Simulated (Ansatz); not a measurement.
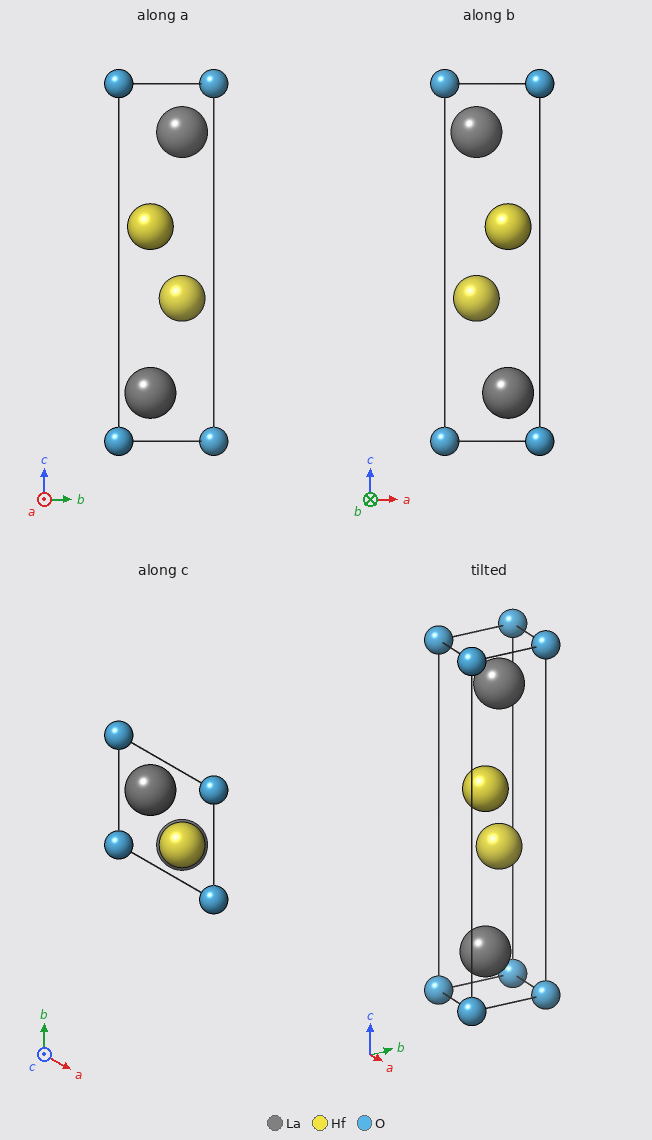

The crystal in a spheres-only representation, seen along the a axis, along the b axis, along the c axis and slightly off an axis. The conventional unit cell is drawn as a box.

Lattice parameters: a = 3.490 Å, b = 3.490 Å, c = 11.385 Å, α = 90.00°, β = 90.00°, γ = 120.00°.

Express the structure as a table of Wyckoff sites, with free fractional coordinates to two decimals.

Space group P-3m1 (No. 164).
| atom | site | x | y | z |
| --- | --- | --- | --- | --- |
| La | 2d | 0.6667 | 0.3333 | 0.14 |
| Hf | 2d | 0.6667 | 0.3333 | 0.60 |
| O | 1a | 0.00 | 0.00 | 0.00 |

The initial geometry was a structure type filled with these elements by a generator (whether the compound takes this form wasn't checked). Earlier steps of the study, as a rule a relaxation of our own, may have changed the cell and positions, so they can lie some per cent off the listed ones. It went into a calculation with Ansatz.
